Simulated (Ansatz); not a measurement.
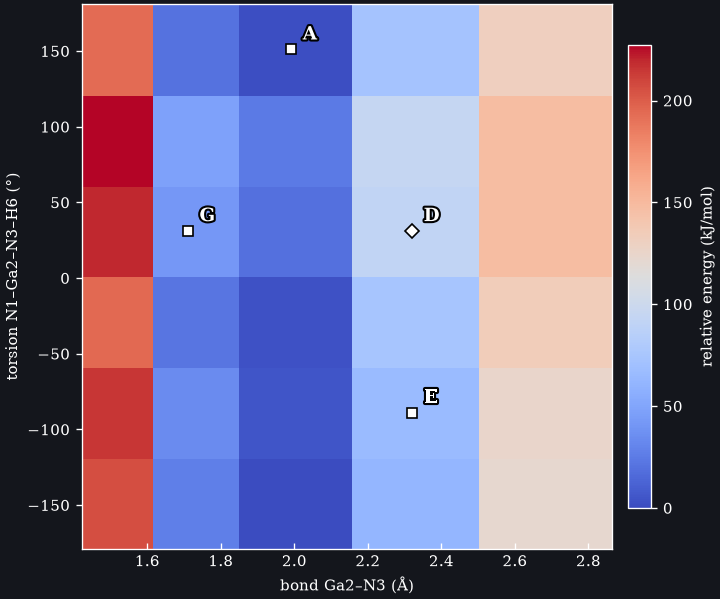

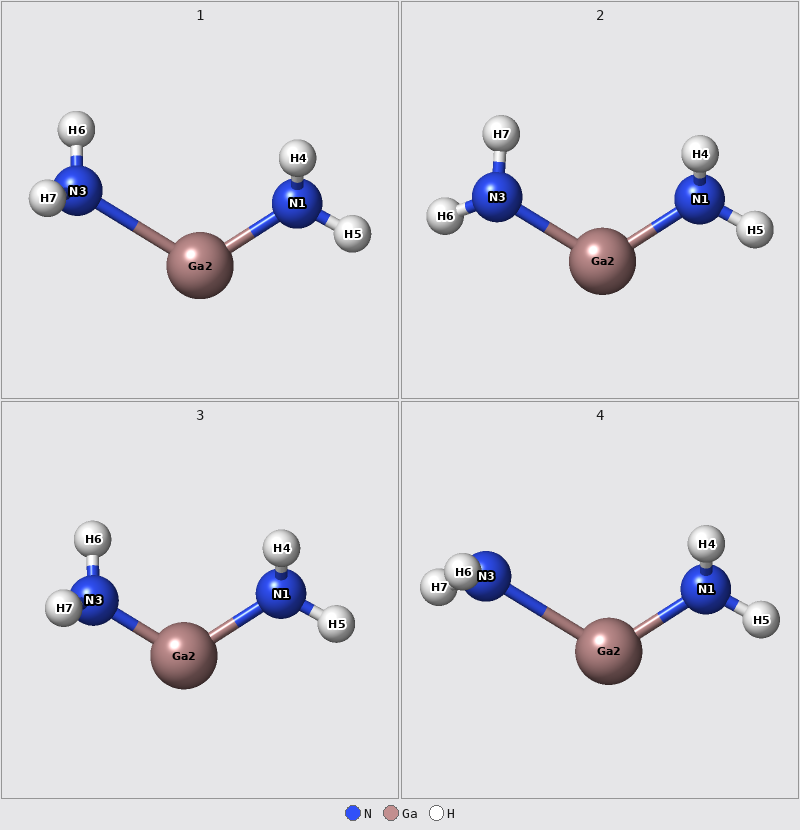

GaH₄N₂, SMILES [NH2][Ga][NH2], spin multiplicity 2. Two internal coordinates are moved rigidly from the geometry relaxed at PBE0-D4/def2-TZVP, all others fixed. Coordinates scanned: (1) bond Ga2–N3; (2) torsion N1–Ga2–N3–H6. The grid has 5 × 6 points. Points are written as (first, second). Energies: kJ/mol, counted from the lowest grid point. The calculation used UKS PBE-D4/def2-TZVPP in Ansatz 0.2.0.

Drawn: one coloured cell a grid point, lettered points. The numbered pictures are the structures at these points, in random order.

Question: Which structure belongs to which point?

Answer: A is structure 2: (1.991 Å, 151°), 1.8 kJ/mol; D is structure 1: (2.320 Å, 31°), 92 kJ/mol; E is structure 4: (2.320 Å, −89°), 66 kJ/mol; G is structure 3: (1.710 Å, 31°), 41 kJ/mol.
